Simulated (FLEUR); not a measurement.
# FePt (c factor at fixed volume 0.97 on the database's cell): anisotropy by force theorems, part 2 of 2

Wanted: anisotropy for FePt (c factor at fixed volume 0.97 on the database's cell), with the cost of each step.

FLEUR MaX-R8.1; PBE; all-electron FLAPW, Dirac cores, scalar-relativistic bands.

So far. Step 2 (The magnetic state): After 24 cycles the largest moment stands at 3.00 μB.

## Step 5: Spin–orbit coupling, moments along [001]

Level of this step: PBE; all-electron FLAPW, Dirac cores, scalar-relativistic bands with spin-orbit coupling (FLEUR).

Spin–orbit coupling ties the spins to the lattice and lets orbital moments form.

A new self-consistent run of the start ferro +, with the moments along z. The k list default-1 (kpts.xml, not shown) is a Γ-centred 20×20×16 mesh.

inp.xml

```
<?xml version="1.0" encoding="UTF-8" standalone="no"?>
<fleurInput fleurInputVersion="0.39">
   <comment>
      FePt
   </comment>
   <calculationSetup>
      <cutoffs Kmax="3.6" Gmax="10.8" GmaxXC="10.8" numbands="72"/>
      <scfLoop itmax="110" minDistance="0.00002" maxIterBroyd="15" imix="Anderson" alpha="0.05" precondParam="0.0" spinf="2.0" sdNocoIR="T"/>
      <coreElectrons ctail="T" frcor="F" kcrel="0" coretail_lmax="0"/>
      <xcFunctional name="pbe" relativisticCorrections="F"/>
      <magnetism jspins="2"/>
      <soc l_soc="T" theta="0.0" phi="0.0" spav="F"/>
      <expertModes spex="0" secvar="F"/>
      <geometryOptimization l_f="F" forcealpha="1.0" forcemix="BFGS" epsdisp="0.00001" epsforce="0.00001"/>
      <ldaU l_linMix="F" mixParam="0.05" spinf="1.0"/>
   </calculationSetup>
   <cell>
      <bzIntegration valenceElectrons="32.0" mode="hist" fermiSmearingEnergy="0.00183747">
         <kPointListSelection listName="default-1"/>
         <xi:include xmlns:xi="http://www.w3.org/2001/XInclude" href="kpts.xml"> </xi:include>
      </bzIntegration>
      <xi:include xmlns:xi="http://www.w3.org/2001/XInclude" href="sym.xml"> </xi:include>
      <bulkLattice scale="1.0">
         <bravaisMatrix>
            <row-1>    5.2256507328490720     0.0000000000000000     0.0000000000000000</row-1>
            <row-2>    0.0000000000000000     5.2256507328490720     0.0000000000000000</row-2>
            <row-3>    0.0000000000000000     0.0000000000000000     6.8188877480066399</row-3>
         </bravaisMatrix>
      </bulkLattice>
   </cell>
   <atomSpecies>
      <species name="Iron (Fe) 2.800" element="Fe" atomicNumber="26">
         <mtSphere radius="2.45" gridPoints="811" logIncrement="0.015"/>
         <atomicCutoffs lmax="10" lnonsphr="8"/>
         <electronConfig flipSpins="F">
            <coreConfig>(1s1/2) (2s1/2) (2p1/2) (2p3/2)</coreConfig>
            <valenceConfig>(3s1/2) (3p1/2) (3p3/2) (4s1/2) (3d3/2) (3d5/2)</valenceConfig>
            <stateOccupation state="(3d3/2)" spinUp="1.4" spinDown="1.0"/>
            <stateOccupation state="(3d5/2)" spinUp="3.0" spinDown="0.6"/>
         </electronConfig>
         <energyParameters s="4" p="4" d="3" f="4"/>
         <lo type="SCLO" l="0" n="3" eDeriv="0"/>
         <lo type="SCLO" l="1" n="3" eDeriv="0"/>
      </species>
      <species name="Platinum (Pt)" element="Pt" atomicNumber="78">
         <mtSphere radius="2.45" gridPoints="811" logIncrement="0.016"/>
         <atomicCutoffs lmax="10" lnonsphr="8"/>
         <electronConfig flipSpins="F">
            <coreConfig>(1s1/2) (2s1/2) (2p1/2) (2p3/2) (3s1/2) (3p1/2) (3p3/2) (4s1/2) (3d3/2) (3d5/2) (4p1/2) (4p3/2) (5s1/2) (4d3/2) (4d5/2) (4f5/2) (4f7/2)</coreConfig>
            <valenceConfig>(5p1/2) (5p3/2) (6s1/2) (5d3/2) (5d5/2)</valenceConfig>
            <stateOccupation state="(6s1/2)" spinUp="0.500000" spinDown="0.500000"/>
            <stateOccupation state="(5d3/2)" spinUp="1.800000" spinDown="1.800000"/>
            <stateOccupation state="(5d5/2)" spinUp="2.700000" spinDown="2.700000"/>
         </electronConfig>
         <energyParameters s="6" p="6" d="5" f="5"/>
         <lo type="SCLO" l="1" n="5" eDeriv="0"/>
      </species>
   </atomSpecies>
   <atomGroups>
      <atomGroup species="Iron (Fe) 2.800">
         <relPos label="                   1">.0000000000 .0000000000 .0000000000</relPos>
         <force calculate="T" relaxXYZ="TTT"/>
      </atomGroup>
      <atomGroup species="Platinum (Pt)">
         <relPos label="                   2">1.000/2.000 1.000/2.000 1.000/2.000</relPos>
         <force calculate="T" relaxXYZ="TTT"/>
      </atomGroup>
   </atomGroups>
   <output dos="F" band="F" slice="F">
      <bandDOS minEnergy="-.5*Htr" maxEnergy="0.5*Htr" sigma="0.015" storeEVData="T"/>
      <plotting iplot="0" polar="F">
         <plot TwoD="T" vec1="  1.0  0.0  0.0" vec2="  0.0  1.0  0.0" vec3="  0.0  0.0  1.0" zero="  0.0  0.0  0.0" file="plot"/>
      </plotting>
      <moessbauerParams electricFieldGradient="F" isomerShift="F" coreHyperfine="F" valenceHyperfine="F"/>
   </output>
</fleurInput>
```

crystal.txt

```
FePt
&input film=F cartesian=F /
2.76529528000  0.00000000000  0.00000000000
0.00000000000  2.76529528000  0.00000000000
0.00000000000  0.00000000000  3.60840000000
1.8897261246
1.0 1.0 1.0

2
26 0.00000000000  0.00000000000  0.00000000000 : 2.800
78 0.50000000000  0.50000000000  0.50000000000

&soc 0.0000000 0.0000000 /
&kpt div1=20 div2=20 div3=16 gamma=T /
```

Run with:

```console
> OMP_NUM_THREADS=1 inpgen -f crystal.txt > inpgen.log  # inp.xml is then edited as shown
> OMP_NUM_THREADS=1 mpirun -n 4 fleur_MPI > fleur.log
```

The log of the run:

```text
[banner, memory and clock lines left out]
Welcome to FLEUR        (www.flapw.de)
      MaX-Release 8.1          (www.max-centre.eu)

 ========== k-point set info ==========
 Selected k-point list: default-1
 k-point list type: mesh
 0 x 0 x 0
 Number of k points: 920

 [... set-up left out ...]
 Iteration:     1   Distance:      40.56203662 me/bohr^3
 Iteration:     2   Distance:      16.19021516 me/bohr^3
 Iteration:     3   Distance:      12.84754626 me/bohr^3
 Iteration:     4   Distance:       9.18939239 me/bohr^3
 Iteration:     5   Distance:       8.80066317 me/bohr^3
 Iteration:     6   Distance:       9.01137610 me/bohr^3
 Iteration:     7   Distance:       3.72135467 me/bohr^3
 Iteration:     8   Distance:       2.67604501 me/bohr^3
 Iteration:     9   Distance:       1.19119543 me/bohr^3
 Iteration:    10   Distance:       0.47950973 me/bohr^3
 Iteration:    11   Distance:       0.18754028 me/bohr^3
 Iteration:    12   Distance:       0.04997540 me/bohr^3
 Iteration:    13   Distance:       0.03013158 me/bohr^3
 Iteration:    14   Distance:       0.01172158 me/bohr^3
[... lines left out ...]
 Iteration:    18   Distance:       0.00193122 me/bohr^3
 Iteration:    19   Distance:       0.00135566 me/bohr^3
 Iteration:    20   Distance:       0.00064999 me/bohr^3
 Iteration:    21   Distance:       0.00021300 me/bohr^3
 Iteration:    22   Distance:       0.00007777 me/bohr^3
 Iteration:    23   Distance:       0.00005002 me/bohr^3
 Iteration:    24   Distance:       0.00001953 me/bohr^3

 ********************************************************************
 Run finished successfully
 Stop message:
   all done
 ********************************************************************

--- out.xml (last complete iteration) ---
<iteration numberForCurrentRun="   24" overallNumber="   24">
         [... left out ...]
         <bandgap value="0.0000000000" units="eV"/>
         <sumValenceSingleParticleEnergies value="-18.2680304109" units="Htr"/>
         <FermiEnergy value="0.4326118961" units="Htr"/>
         [... left out ...]
         <magneticMomentsInMTSpheres units="muBohr">
            <globalMagMoment atomType="1" vec="0.00000   0.00000   2.97875"/>
            <globalMagMoment atomType="2" vec="0.00000   0.00000   0.41136"/>
         </magneticMomentsInMTSpheres>
         <orbitalMomentsInMTSpheres units="muBohr">
            <globalMagMoment atomType="1" vec="0.00000   0.00000   0.05846"/>
            <globalMagMoment atomType="2" vec="0.00000   0.00000   0.05460"/>
         </orbitalMomentsInMTSpheres>
         [... left out ...]
         <totalEnergy value="   -19719.5937689574" units="Htr">
            <sumOfEigenvalues value="   -12061.5095505011">
               <coreElectrons value="-12043.2415200902"/>
               <valenceElectrons value="-18.2680304109"/>
            </sumOfEigenvalues>
         [... left out ...]
            <freeEnergy value="-19719.5942008532"/>
            <extrapolationTo0K value="-19719.5939849053"/>
         </totalEnergy>
         <densityConvergence units="me/bohr^3">
            <chargeDensity spin="1" distance="0.0000089216"/>
            <chargeDensity spin="2" distance="0.0000132616"/>
            <overallChargeDensity distance="0.0000195322"/>
            <spinDensity distance="0.0000113766"/>
         </densityConvergence>
      </iteration>
```

It took 10 min on 4 MPI ranks of Arm Neoverse V1, shared host; peak memory 0.96 GiB; 40 min of CPU time.

Spin moment in the muffin-tin sphere by atom:

```
atom  spin moment in the muffin-tin sphere (μB)
 Fe1                                       2.98
 Pt2                                       0.41
```

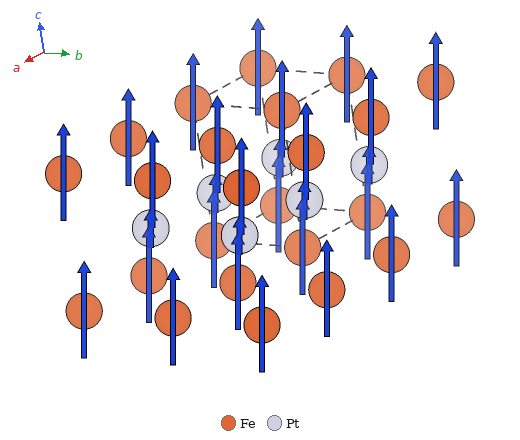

Spin moment in the muffin-tin sphere as arrows, the longest 2.98 μB. Up and down stand for the sign. Arrows give size and sign along the axis of quantisation, drawn up and down the page. Each arrow also spans its atom, so small moments look longer than they are. 3×2×1 cells are drawn. Some periodic images of atoms are drawn too.

Numbers from this step:

```
free energy                                                       : -536597.4944 eV
program's band gap on this mesh (in a metal only a level spacing) : 0 eV
magnetization                                                     : 3.326 μB
final state                                                       : ferromagnetic
orbital moment along the spin                                     : 0.05846 μB
```

Orbital moment in the sphere, along the spin axis by atom:

```
atom  orbital moment in the sphere, along the spin axis (μB)
 Fe1                                                  0.0585
 Pt2                                                  0.0546
```

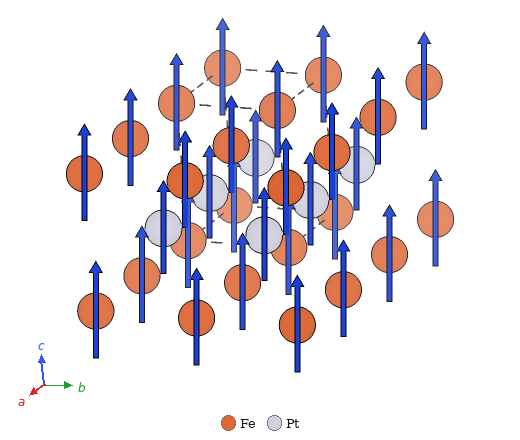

Orbital moment in the sphere, along the spin axis as arrows, the longest 0.0585 μB. Up and down stand for the sign. Arrows give size and sign along the axis of quantisation, drawn up and down the page. 3×2×1 cells are drawn. Some periodic images of atoms are drawn too.

## Step 6: Outcome

* reference state: ferromagnetic
* largest sphere moment: 3.00 μB
* easy direction of those tried: [001]
* energy along [100] less [001], force theorem: 1.68 meV a primitive cell
* orbital moment on the atom of largest spin, along its spin (spin–orbit run): 0.0585 μB

What this shows: By the force theorem the moments prefer [001]; shape anisotropy is not in it. The difference for the second direction goes from 2.3 meV (mesh 14×14×11, 72 states, 7 min of CPU time) to 1.7 meV (mesh 20×20×16, 72 states, 21 min), so it is not converged. The orbital moment is parallel to the spin. The state was typed, and no other order was converged beside it, so it need not be the ground state.

[Logs and program files are shortened in this print: banners, set-up blocks, solver, clock and traceback lines can be left out without a mark of their own.]

[Logs are printed without paths, hosts, clocks, repeated set-up lines and the standing remarks that a program may print on its own settings, such as how far it seeks lower states.]

[Hosts, paths, dates, database ids (printed as entryN), source tags and the programs' standing remarks are cut or masked in the printed files.]

[Where a cell is said to come from a database of computed structures, the database is the Materials Project.]
